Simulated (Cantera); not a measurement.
Charge: 1 mol Nb2O5, 25 mol H2, held at 0.0133 bar.

These are equilibrium values from Cantera (NASA tables, ideal gas, pure condensed phases), not measurements of a reactor. Candidate condensed phases: H2O, Nb, NbO, NbO2, Nb2O5; 12 gas species. Mutual solubility and eutectic melting of coexisting phases are not modelled. Condensed phases not in the tables: the oxides between NbO2 and Nb2O5. Equilibrium is a limit: real reactors are often held back by kinetics, nucleation or transport.

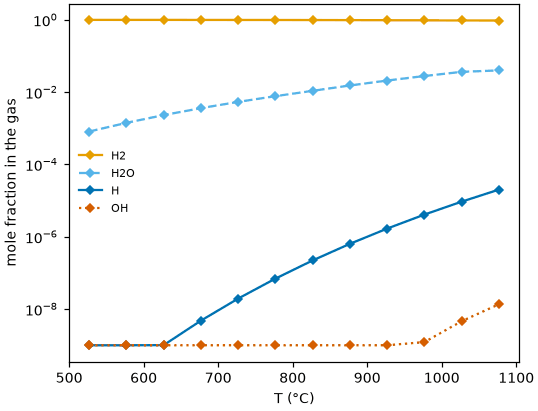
Figure: Equilibrium gas composition (values under 1e-9 drawn at 1e-9)

From 527 °C to 1027 °C the condensed part is NbO2(s) + Nb2O5(s). At 1077 °C the condensed part is NbO2(s).
